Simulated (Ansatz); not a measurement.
# ScAlSe3 (model cell, started as cubic perovskite with Al in the octahedra): following an unstable mode, part 2 of 3

Aim: this structure of ScAlSe3 (model cell, started as cubic perovskite with Al in the octahedra) is to be tested for unstable modes, and one is followed downhill.

Ansatz 0.2.0; DFT PBE, scalar-relativistic, plane waves, PAW; PAW set soft_1.

So far, highest frequency on the path or at a solved wavevector (cm⁻¹): step 2 (the dispersion) 337. Also lowest frequency on the path (cm⁻¹): step 2 -187.

The structure was built from a prototype and need not be the compound's stable phase.

### Step 5. Energy along the mode, all amplitudes (two of the runs are shown above)

An imaginary frequency means negative curvature, so the energy should fall and then rise again as anharmonic terms take over.

Numbers from this step:

```yaml
depth_at_the_lowest_point_sampled: 174.0 meV/atom
largest_atomic_shift_at_that_point: 0.6 Å
```

The energy from the parent by largest atomic shift:

```
largest atomic shift (Å)  energy from the parent (meV/atom)
                   0.000                                  0
                   0.040                              -1.20
                   0.080                              -4.78
                   0.140                              -14.4
                   0.220                              -34.1
                   0.320                              -67.4
                   0.450                               -118
                   0.600                               -174
```

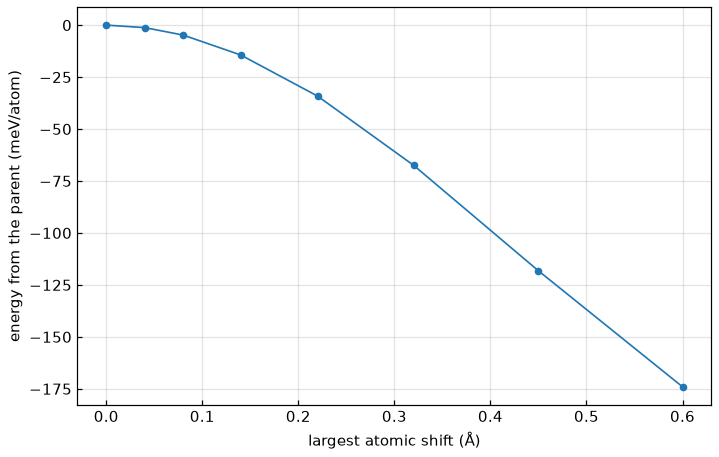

Energy from the parent against largest atomic shift.

Displacement at unit largest shift by atom:

```
atom  x (Å)  y (Å)  z (Å)  size
 Sc1   0.00  -1.00   0.00  1.00
 Al2   0.00  -0.09   0.00  0.09
 Se3   0.00   0.29   0.00  0.29
 Se4   0.00   0.01   0.00  0.01
 Se5   0.00   0.29   0.00  0.29
```

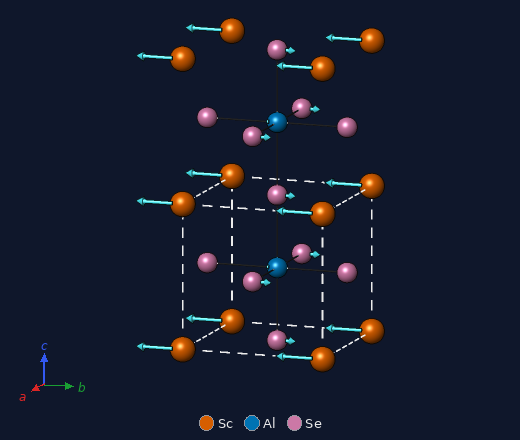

Displacement at unit largest shift as arrows, the longest 1 Å. 1×1×2 cells are drawn. Some periodic images of atoms are drawn too.

The lowest of the steps tried is the last one, at 0.6 Å, 174 meV/atom below the parent; the bottom of the well need not coincide with a step.

### Step 6. Relaxation from the frozen mode

Starting from the lowest point found, all atoms and the cell are let go, so that strain and other modes of the same symmetry can join in.

input.yaml reads:

```yaml
crystal:
  lattice:
    - [4.8618479548, 0.0, 0.0]
    - [0.0, 4.8618479548, 0.0]
    - [0.0, 0.0, 4.8618479548]
  atoms:
    - { symbol: Sc, position: [0.0, -0.1234098651, 0.0] }
    - { symbol: Al, position: [0.5, 0.4892853055, 0.5] }
    - { symbol: Se, position: [0.5, 0.5364535851, 0.0] }
    - { symbol: Se, position: [0.5, 0.0010073219, 0.5] }
    - { symbol: Se, position: [0.0, 0.5364535851, 0.5] }
kpoints:
  mp_grid: { grid: [8, 8, 8] }
hamiltonian:
  xc: pbe
  pseudopotentials: { kind: paw, azcp: { folder: soft_1 } }
scf:
  occupations: { method: methfessel_paxton, width: 0.2 }
output:
  forces: true
  stress: true
  eigenvalues: true
relax:
  adjacent_minimum: "off"
  f_tol: 0.002
  max_steps: 120
  cell: { stress_tol: 0.03 }
```

Launch:

```console
$ ansatz run input.yaml --threads 4 --pin off --max-ram 16384MiB --backend cpu --events-out ev --progress --plain --runs-dir out
```

Numbers of over 12 decimals in the logs are rounded to 6 here.

The log of the run:

```text
[...]
Crystal: 5 atoms, lattice volume = 114.922 Å³
Basis set: ecut = 420 eV, 2301 PW (Γ), exchange–correlation on 72×72×72 points (8 copies of the dense FFT grid, shifted against one another)
Bands: 38, of which v1, the nominal top of the filled ones, is band 31 counted from 1 (30 counted from 0)
Symmetry: 8 space group operations
[...]
k-points: 75 of 512 (time reversal used)
[...]
SCF iter   1: F=—  HF=-19085.421089 eV  |F-HF|=—  |Δ(HF+E_count)|=         —  Δρ=9.94e-2  dr2=2.39e1  ethr=3.10e-3  ⟨swp⟩=6.0  Hψ=10918  notcnv=0
[...]
SCF iter  11: F=-19083.789066 eV  HF=-19083.789066 eV  |F-HF|=2.54e-9  |Δ(HF+E_count)|=   3.34e-8  S|Δr|=    0.00e0  Δρ=3.25e-6  dr2=2.17e-8  ethr=1.61e-10  ⟨swp⟩=4.2  Hψ=10185  notcnv=0
SCF 1 converged in 11 iterations: F = -19083.789066 eV  dr2 = 2.17e-8
[...]
relax step   1: F+E_penalty+E_count = -19083.78906562 eV  Δ(F+E_penalty+E_count) = +0.000e0 eV  max|allowed force component| = 1.216e0 eV/Å  Δτ_max = 0.0000 Å  P = +1.969 GPa  Ω = 114.922 Å³  (11 SCF iters, dr2 threshold 1.00e-7 eV, accepted)
Crystal: 5 atoms, lattice volume = 118.358 Å³
Basis set: ecut = 420 eV, 2333 PW (Γ), exchange–correlation on 72×72×72 points (8 copies of the dense FFT grid, shifted against one another)
[...]
SCF iter   7: F=-19084.147214 eV  HF=-19084.147214 eV  |F-HF|=5.27e-9  |Δ(HF+E_count)|=   1.18e-6  S|Δr|=    0.00e0  Δρ=6.38e-6  dr2=7.88e-8  ethr=8.06e-10  ⟨swp⟩=6.4  Hψ=12390  notcnv=0
SCF 2 converged in 7 iterations: F = -19084.147214 eV  dr2 = 7.88e-8
[...]
relax step   2: F+E_penalty+E_count = -19084.14721355 eV  Δ(F+E_penalty+E_count) = -3.581e-1 eV  max|allowed force component| = 5.033e-1 eV/Å  Δτ_max = 0.1950 Å  P = +1.887 GPa  Ω = 118.358 Å³  energy of the carried Pulay correction = -2.426e-4 eV  (7 SCF iters, dr2 threshold 5.00e-7 eV, accepted)
Crystal: 5 atoms, lattice volume = 123.482 Å³
Basis set: ecut = 420 eV, 2437 PW (Γ), exchange–correlation on 72×72×72 points (8 copies of the dense FFT grid, shifted against one another)
[...]
SCF iter   7: F=-19084.397950 eV  HF=-19084.397949 eV  |F-HF|=8.10e-8  |Δ(HF+E_count)|=   1.15e-6  S|Δr|=    0.00e0  Δρ=1.30e-5  dr2=2.74e-7  ethr=8.06e-10  ⟨swp⟩=5.5  Hψ=16141  notcnv=0
SCF 3 converged in 7 iterations: F = -19084.397950 eV  dr2 = 2.74e-7
relax step   3: F+E_penalty+E_count = -19084.39794952 eV  Δ(F+E_penalty+E_count) = -2.507e-1 eV  max|allowed force component| = 7.169e-1 eV/Å  Δτ_max = 0.1163 Å  P = +1.011 GPa  Ω = 123.482 Å³  energy of the carried Pulay correction = -5.914e-4 eV  (7 SCF iters, dr2 threshold 5.00e-7 eV, accepted)
[... from here on, the SCF cycles and remarks between the steps are left out ...]
relax step   4: F+E_penalty+E_count = -19084.66767050 eV  Δ(F+E_penalty+E_count) = -2.697e-1 eV  max|allowed force component| = 6.428e-1 eV/Å  Δτ_max = 0.1459 Å  P = +0.266 GPa  Ω = 126.629 Å³  energy of the carried Pulay correction = -7.983e-4 eV  (10 SCF iters, dr2 threshold 5.00e-7 eV, accepted)
relax step   5: F+E_penalty+E_count = -19084.90911544 eV  Δ(F+E_penalty+E_count) = -2.414e-1 eV  max|allowed force component| = 7.468e-1 eV/Å  Δτ_max = 0.1132 Å  P = +0.462 GPa  Ω = 127.933 Å³  energy of the carried Pulay correction = -8.825e-4 eV  (9 SCF iters, dr2 threshold 5.00e-7 eV, accepted)
relax step   6: F+E_penalty+E_count = -19084.98185895 eV  Δ(F+E_penalty+E_count) = -7.274e-2 eV  max|allowed force component| = 1.503e0 eV/Å  Δτ_max = 0.1090 Å  P = +1.014 GPa  Ω = 127.244 Å³  energy of the carried Pulay correction = -8.381e-4 eV  (9 SCF iters, dr2 threshold 5.00e-7 eV, accepted)
relax step   7: F+E_penalty+E_count = -19085.10610631 eV  Δ(F+E_penalty+E_count) = -1.242e-1 eV  max|allowed force component| = 3.546e-1 eV/Å  Δτ_max = 0.0725 Å  P = +0.081 GPa  Ω = 130.164 Å³  energy of the carried Pulay correction = -1.024e-3 eV  (10 SCF iters, dr2 threshold 5.00e-7 eV, accepted)
relax step   8: F+E_penalty+E_count = -19084.74859392 eV  Δ(F+E_penalty+E_count) = +3.575e-1 eV  max|allowed force component| = 5.359e-1 eV/Å  Δτ_max = 0.1411 Å  P = +7.704 GPa  Ω = 114.249 Å³  energy of the carried Pulay correction = +4.839e-5 eV  (10 SCF iters, dr2 threshold 5.00e-7 eV, rejected (line search))
relax step   9: F+E_penalty+E_count = -19085.12082207 eV  Δ(F+E_penalty+E_count) = -1.472e-2 eV  max|allowed force component| = 1.131e-1 eV/Å  Δτ_max = 0.0363 Å  P = +0.024 GPa  Ω = 128.737 Å³  energy of the carried Pulay correction = -9.340e-4 eV  (14 SCF iters, accepted)
relax step  10: F+E_penalty+E_count = -19085.12361970 eV  Δ(F+E_penalty+E_count) = -2.798e-3 eV  max|allowed force component| = 1.155e-2 eV/Å  Δτ_max = 0.0108 Å  P = -0.088 GPa  Ω = 128.916 Å³  energy of the carried Pulay correction = -9.453e-4 eV  (6 SCF iters, dr2 threshold 5.00e-7 eV, accepted)
relax step  11: F+E_penalty+E_count = -19085.12370764 eV  Δ(F+E_penalty+E_count) = -8.794e-5 eV  max|allowed force component| = 3.251e-3 eV/Å  Δτ_max = 0.0008 Å  P = -0.020 GPa  Ω = 128.743 Å³  energy of the carried Pulay correction = -9.343e-4 eV  (5 SCF iters, dr2 threshold 3.60e-8 eV, accepted)
relax step  12: F+E_penalty+E_count = -19085.12371382 eV  Δ(F+E_penalty+E_count) = -6.179e-6 eV  max|allowed force component| = 3.429e-4 eV/Å  Δτ_max = 0.0001 Å  P = +0.000 GPa  Ω = 128.702 Å³  energy of the carried Pulay correction = -9.318e-4 eV  (6 SCF iters, dr2 threshold 6.60e-10 eV, accepted)
relax step  13: F+E_penalty+E_count = -19085.16386218 eV  Δ(F+E_penalty+E_count) = -4.015e-2 eV  max|allowed force component| = 3.402e-3 eV/Å  Δτ_max = 0.0000 Å  P = +0.427 GPa  Ω = 128.702 Å³  stress off target by 1.14e0 GPa  SCF on the basis re-selected at this cell (its energy is not comparable with the rows above)  (11 SCF iters)
relax step  14: F+E_penalty+E_count = -19085.16940993 eV  Δ(F+E_penalty+E_count) = -5.548e-3 eV  max|allowed force component| = 1.626e-1 eV/Å  Δτ_max = 0.0114 Å  P = -0.108 GPa  Ω = 130.367 Å³  energy of the carried Pulay correction = -1.154e-4 eV  (8 SCF iters, dr2 threshold 5.00e-7 eV, accepted)
relax step  15: F+E_penalty+E_count = -19085.17055126 eV  Δ(F+E_penalty+E_count) = -1.141e-3 eV  max|allowed force component| = 1.888e-2 eV/Å  Δτ_max = 0.0066 Å  P = +0.014 GPa  Ω = 130.179 Å³  energy of the carried Pulay correction = -1.036e-4 eV  (6 SCF iters, dr2 threshold 5.00e-7 eV, accepted)
relax step  16: F+E_penalty+E_count = -19085.17050772 eV  Δ(F+E_penalty+E_count) = +4.354e-5 eV  max|allowed force component| = 2.009e-2 eV/Å  Δτ_max = 0.0025 Å  P = +0.007 GPa  Ω = 130.289 Å³  energy of the carried Pulay correction = -1.111e-4 eV  (7 SCF iters, dr2 threshold 2.23e-8 eV, rejected (line search))
relax step  17: F+E_penalty+E_count = -19085.17057598 eV  Δ(F+E_penalty+E_count) = -2.472e-5 eV  max|allowed force component| = 1.813e-4 eV/Å  Δτ_max = 0.0010 Å  P = +0.000 GPa  Ω = 130.254 Å³  energy of the carried Pulay correction = -1.086e-4 eV  (12 SCF iters, accepted)
[...]
SCF iter   9: F=-19085.170684 eV  HF=-19085.170684 eV  |F-HF|=2.55e-11  |Δ(HF+E_count)|=  1.46e-10  S|Δr|=    0.00e0  Δρ=6.47e-8  dr2=1.19e-11  ethr=1.00e-12  ⟨swp⟩=5.9  Hψ=12679  notcnv=0
SCF 18 converged in 9 iterations: F = -19085.170684 eV  dr2 = 1.19e-11
relax step  18: F+E_penalty+E_count = -19085.17068437 eV  Δ(F+E_penalty+E_count) = -1.084e-4 eV  max|allowed force component| = 1.821e-4 eV/Å  Δτ_max = 0.0000 Å  P = -0.000 GPa  Ω = 130.254 Å³  stress off target by 4.90e-4 GPa  SCF on the basis re-selected at this cell (its energy is not comparable with the rows above)  (9 SCF iters)
[...]
SCF converged after 9 iterations
[...]
Free energy (F): -19085.170684 eV
[...]
Internal energy: -19085.170948 eV  (E = F + TS)
E sigma→0 (E₀):  -19085.170750 eV
Entropy (-TS):   0.000263 eV (0.053 meV/atom)
Fermi energy:    6.821617 eV
Step filling:    the computed levels leave a gap of 0.0016 eV = 0.0 smearing widths at the electron count; against every level under it full and every level over it empty, smearing changes F+E_penalty+E_count by -0.362 meV and its σ→0 estimate by -0.428 meV
[...]
--- Forces (eV/Å), atoms counted from 1 ---
  atom   1  Sc    -0.00000000     0.00005081     0.00000000
  atom   2  Al    -0.00000000    -0.00018173     0.00000000
  atom   3  Se     0.00000000     0.00001798    -0.00000000
  atom   4  Se    -0.00000000     0.00009663     0.00000000
  atom   5  Se    -0.00000000     0.00001798     0.00000000
  max |Σ_I F_I| component: 1.67e-6 eV/Å
--- Stress (GPa, compression-positive) ---
       -0.000490      -0.000000       0.000000
       -0.000000       0.000037       0.000000
        0.000000       0.000000      -0.000490
  P = ⅓ Tr σ = -0.0003 GPa (-0.003 kbar)
--- Band table (eV; the first three rows and the last of 75) ---
  k-point 0: bands = [... 27 lower, 5.0845, 5.3581, 6.0361, 6.0361, 6.5244, 7.7660, 8.2272, 8.4555, ... 3 higher]
  k-point 1: bands = [... 27 lower, 4.9624, 5.3463, 5.5005, 5.8912, 6.9052, 7.8247, 8.4235, 8.6343, ... 3 higher]
  k-point 2: bands = [... 27 lower, 4.5987, 4.8017, 5.2962, 5.7173, 7.3889, 7.9425, 8.3847, 8.8400, ... 3 higher]
  k-point 74: bands = [... 27 lower, 5.4995, 5.4995, 6.0703, 6.7996, 7.2981, 7.8888, 8.4712, 8.6016, ... 3 higher]
--- Relaxed structure (16 steps of the walk, 14 accepted, 2 SCFs on fresh bases) ---
  F+E_penalty+E_count = -19085.17068437 eV   max|allowed force component| = 1.821e-4 eV/Å   (the final SCF, on the basis selected at the relaxed cell)
  cell:  # Å, volume = 130.2539 Å³
    - [4.587660, 0, 0]
    - [0, 6.188828, 0.0]
    - [0, 0.0, 4.587660]
  atoms:
    - { symbol: Sc, position: [0, -0.178848, 0] }
    - { symbol: Al, position: [0.500000, 0.414604, 0.500000] }
    - { symbol: Se, position: [0.500000, 0.584535, 0.0] }
    - { symbol: Se, position: [0.500000, 0.034965, 0.500000] }
    - { symbol: Se, position: [0, 0.584535, 0.500000] }
```

It took 2.8 min on 4 threads of Arm Neoverse V2, shared host; peak memory 0.63 GiB; 11 min of CPU time.

Step by step:

```
step  energy less that of the first step (eV)  largest force component (eV/Å)  pressure (GPa)  volume (Å³)
   1                                   0.0000                          1.2161            1.97       114.92
   2                                  -0.3581                          0.5033            1.89       118.36
   3                                  -0.6089                          0.7169            1.01       123.48
   4                                  -0.8786                          0.6428            0.27       126.63
   5                                  -1.1200                          0.7468            0.46       127.93
   6                                  -1.1928                          1.5032            1.01       127.24
   7                                  -1.3170                          0.3546            0.08       130.16
   8                                  -0.9595                          0.5359            7.70       114.25
   9                                  -1.3318                          0.1131            0.02       128.74
  10                                  -1.3346                          0.0115           -0.09       128.92
  11                                  -1.3346                          0.0033           -0.02       128.74
  12                                  -1.3346                          0.0003            0.00       128.70
 13*                                  -1.3748                          0.0034            0.43       128.70
  14                                  -1.3803                          0.1626           -0.11       130.37
  15                                  -1.3815                          0.0189            0.01       130.18
  16                                  -1.3814                          0.0201            0.01       130.29
  17                                  -1.3815                          0.0002            0.00       130.25
 18*                                  -1.3816                          0.0002            0.00       130.25
```

Relaxation steps marked * repeat the geometry before them on a plane-wave basis chosen anew for their cell, so energy and pressure can jump there. Relaxation steps 8, 16 were tried and not accepted.

Forces are held to the 8 operations that the run works with; a distortion that breaks them can't arise in this run.

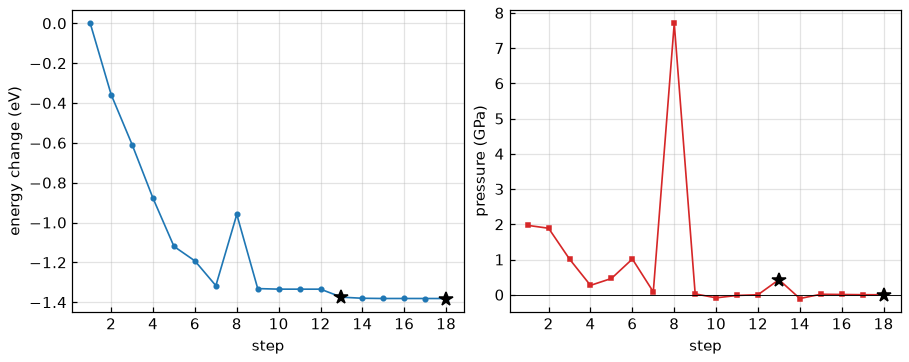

Energy and pressure along the relaxation. Stars mark steps on a basis chosen anew.

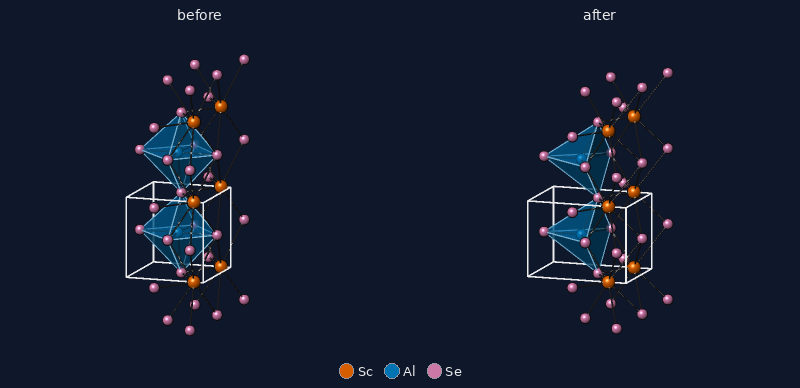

Before and after, at one scale.

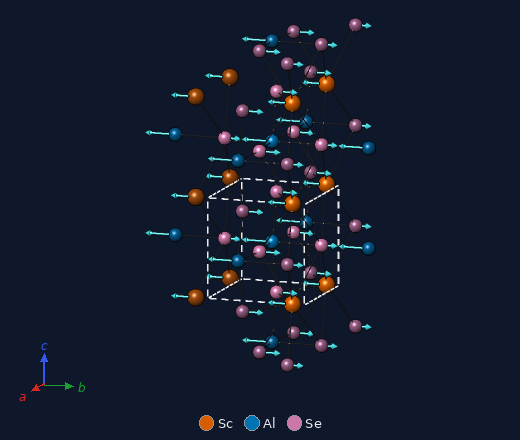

Displacements in the relaxation, exaggerated, measured against the changing cell; the longest in the cell stands for 0.46 Å. 1×1×2 cells are drawn. Some periodic images of atoms are drawn too.

```
     cell as run  before  after   change
           a (Å)   4.862  4.588   -5.6 %
           b (Å)   4.862  6.189  +27.3 %
           c (Å)   4.862  4.588   -5.6 %
volume (Å³/atom)   22.98  26.05  +13.3 %
```

The atoms that moved most (Å, as changes of fractional coordinates times the final cell):

```
atom     dx      dy     dz  length
 Al2  0.000  -0.462  0.000   0.462
 Sc1  0.000  -0.343  0.000   0.343
 Se3  0.000   0.298  0.000   0.298
 Se5  0.000   0.298  0.000   0.298
 Se4  0.000   0.210  0.000   0.210
```

This step gave:

| Property | Result |
| --- | --- |
| pressure | -3.14e-4 GPa |
| volume per atom | 26.05 Å³ |

The distorted start has space group P4mm; the relaxation ends in P4mm.

### Step 7. The new phase in its own primitive cell

The relaxed structure is symmetrised, reduced to its primitive cell and relaxed tightly, as its phonons need.

input.yaml, the sections that differ from step 6:

```yaml
crystal:
  lattice:
    - [4.5876596272, 0.0, 0.0]
    - [0.0, 4.5876596272, 0.0]
    - [0.0, 0.0, 6.1888278998]
  atoms:
    - { symbol: Sc, position: [0.0, 0.0, 0.1788482073] }
    - { symbol: Al, position: [0.5, 0.5, 0.5853963312] }
    - { symbol: Se, position: [0.5, 0.0, 0.4154654532] }
    - { symbol: Se, position: [0.5, 0.5, 0.9650346225] }
    - { symbol: Se, position: [0.0, 0.5, 0.4154654532] }
kpoints:
  mp_grid: { grid: [8, 8, 6] }
relax:
  adjacent_minimum: "off"
  f_tol: 0.001
  max_steps: 60
  cell: { stress_tol: 0.01 }
# hamiltonian, scf, output: as in step 6
```

The log of the run:

```text
[...]
Crystal: 5 atoms, lattice volume = 130.254 Å³
Basis set: ecut = 420 eV, 2533 PW (Γ), exchange–correlation on 64×64×90 points (8 copies of the dense FFT grid, shifted against one another)
Bands: 38, of which v1, the nominal top of the filled ones, is band 31 counted from 1 (30 counted from 0)
Symmetry: 8 space group operations
[...]
k-points: 60 of 384 (time reversal used)
[...]
cell:  # Å, volume = 130.2539 Å³
    - [4.5876596272, 0.0, 0.0]
    - [0.0, 4.5876596272, 0.0]
    - [0.0, 0.0, 6.1888278998]
  atoms:
    - { symbol: Sc, position: [0.0, 0.0, 0.1788482073] }
    - { symbol: Al, position: [0.500000, 0.500000, 0.585396] }
    - { symbol: Se, position: [0.500000, 0.0, 0.415465] }
    - { symbol: Se, position: [0.500000, 0.500000, 0.965035] }
    - { symbol: Se, position: [0.0, 0.500000, 0.415465] }
[key lines of the parts left out:]
SCF converged after 8 iterations
Free energy (F): -19085.170655 eV
Fermi energy:    6.819514 eV
P = ⅓ Tr σ = -0.0010 GPa (-0.010 kbar)
```

It took 16 s on 4 threads; peak memory 0.57 GiB.

Little changed from the start: no atom moved by 0.005 Å and no cell edge by 0.1 %.

This step gave:

```
pressure : -9.76e-4 GPa
```

The largest force component left is 0.46 meV/Å and the pressure is -0.001 GPa, within the tolerances set. The cell now holds 26.05 Å³/atom.

(Continued in part 3 of 3.)

[Logs are printed without paths, hosts, clocks, repeated set-up lines and the standing remarks that a program may print on its own settings, such as how far it seeks lower states.]

[Hosts, paths, dates, database ids (printed as entryN), source tags and the programs' standing remarks are cut or masked in the printed files.]
